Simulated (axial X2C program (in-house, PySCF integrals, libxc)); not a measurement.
**Run report: NiO⁺, relativistic diatomic calculation**

- system: NiO⁺, single determinant with M_S = 3/2 and |Λ| = 0.
- method: PBE, spin-free X2C-1e, Ni dyall-cv3z, O dyall-av3z (cores contracted) (axial X2C program (in-house, PySCF integrals, libxc))

## Key numbers

| quantity | value |
| --- | --- |
| outcome | converged |
| bond length rₑ | 1.608 Å |
| ωₑ | 845.5 cm⁻¹ |
| energy at the minimum | −1595.29698 hartree |
| depth below the fragments | 3.90 eV |
| largest ⟨S²⟩ along the curve | 3.76 |
| hardware | 1 thread of Arm Neoverse V1, 24 GiB of memory available, shared host |
| wall time | 4.3 s |
| peak memory | 0.93 GiB |

## Input file
```
{"zs": [28, 8], "q": 1, "bas": ["dyall-cv3z", "dyall-av3z"], "levels": ["PBE0", "HF", "PBE"], "cc": true, "r0": 1.58, "thr": -2.0, "nmax": 90, "npts": 10, "nst": 2, "ntry": 6}
```

The line is the task of a batch: nuclear charges, charge, bases, the levels to run, a first guess of the distance and further settings. This report covers PBE without spin-orbit coupling. The log is that of the reference distance 1.624 Å.

Launched within a batch (the task file carries these settings):
```bash
python <driver script> task.json out
```

## The program's output
```
spin-free X2C-1e  PBE
basis functions 159  fitting functions 881  grid points 5075
iter        total energy     max residual
   1      -1595.285357881     7.97e-02
   2      -1595.289485821     4.85e-02
   3      -1595.293320372     3.15e-02
   4      -1595.294442993     1.67e-02
   5      -1595.296450996     1.10e-02
   6      -1595.296815787     1.89e-03
   7      -1595.296837581     3.36e-04
   8      -1595.296838007     1.34e-04
   9      -1595.296838084     1.21e-05
  10      -1595.296838086     4.96e-06
converged
one-electron -2348.62273211  Coulomb 752.23094468  exact exchange 0.00000000  xc functional -71.89501078  nuclear repulsion 72.98996013
```

## The points of the curve

```
R (Å)   E (hartree)  dipole (D; origin at the first atom, positive when the second is positive)  highest filled (eV)  lowest empty (eV)
1.413  −1595.261431                                                                       −1.41               −14.89             −13.25
1.478  −1595.283294                                                                       −1.47               −14.70             −13.32
1.527  −1595.292173                                                                       −1.48               −14.56             −13.36
1.575  −1595.296281                                                                       −1.47               −14.43             −13.39
1.624  −1595.296838                                                                       −1.45               −14.30             −13.40
1.681  −1595.294245                                                                       −1.40               −14.16             −13.39
1.738  −1595.289229                                                                       −1.33               −14.02             −13.37
1.811  −1595.280578                                                                       −1.22               −13.84             −13.33
1.900  −1595.268314                                                                       −1.07               −13.63             −13.24
2.030  −1595.249829                                                                       −0.81               −13.34             −13.08
```

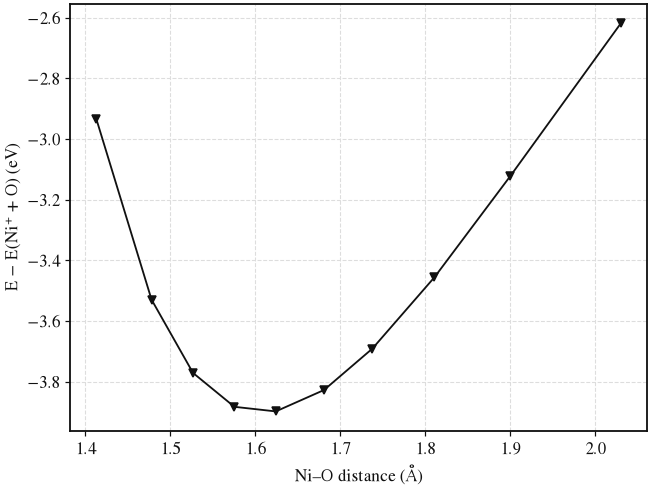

Energy at 10 bond lengths, for one set of occupations held fixed; the line joins the points. A polynomial of degree 6 through 9 points gives rₑ = 1.608 Å, ωₑ = 845.5 cm⁻¹, ωₑxₑ = 6.1 cm⁻¹ and Bₑ = 0.5200 cm⁻¹. The minimum lies 3.90 eV below Ni⁺ + O, each computed as one determinant at the same level.

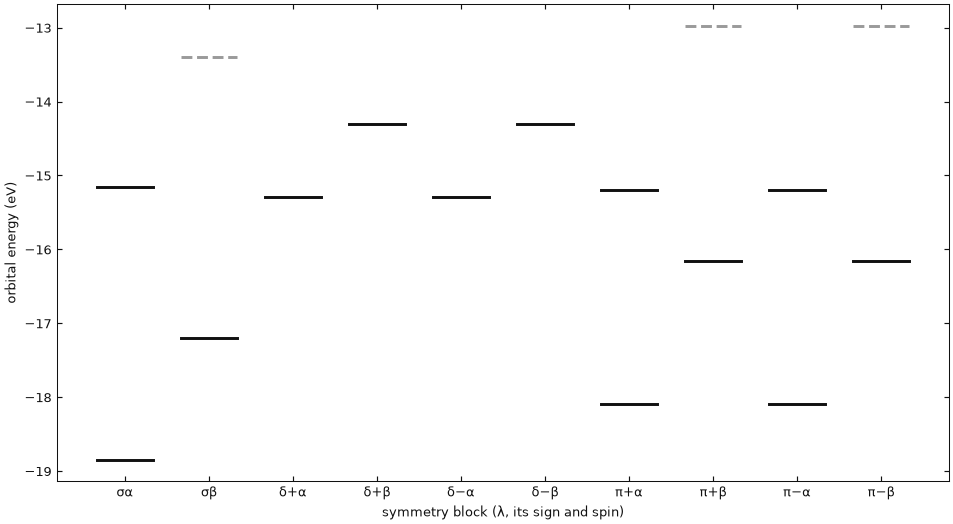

Orbital energies near the frontier at 1.62 Å, filled (solid) and empty (dashed); a label such as π−α means λ = −1 and α spin. The highest filled orbital (δ−β; 100 % Ni d) lies at −14.30 eV, the lowest empty one (σβ; 49 % Ni d, 30 % O p) at −13.40 eV.
